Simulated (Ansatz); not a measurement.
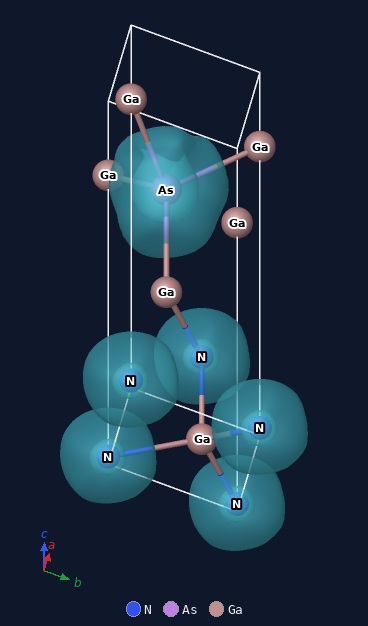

Ga3AsN2. Isosurface of the ELF at 0.6 (cyan), seen at an oblique angle. Only the valence region is drawn (cores and ρ < 0.01 e/Å³ removed). Sticks mark near contacts.

Space group P3m1; started from the ordered alloy on zincblende lattice prototype, which need not be the ambient phase.

The calculation used Ansatz, DFT, r2SCAN, plane waves, PAW.

```
N As Ga
1.0
     3.43459    0.00000    0.00000
    -1.71730    2.97444    0.00000
     0.00000    0.00000    8.63923
N As Ga
2 1 3
Direct
  0.00000 0.00000 0.02021
  0.33333 0.66667 0.31180
  0.66667 0.33333 0.65993
  0.33333 0.66667 0.08549
  0.66667 0.33333 0.37709
  0.00000 0.00000 0.79549
```

Question: Describe the localisation domains.

Answer: At this value the surface marks out one region on As in which the atom's valence shell and bonds are merged, one region on N in which the atom's valence shell and bonds are merged and one region wrapped around N (its valence shell), counted in one cell of 6 atoms. Regions shared between cells count once. Profiles from the grid: Ga–N (1.94 Å): the ELF peaks at about 0.85 in the valence shell of N, 0.7 Å from its nucleus, and is about 0.50 at the midpoint. Ga–As (2.30 Å): the ELF peaks at about 0.75 between the atoms; a covalent bond.
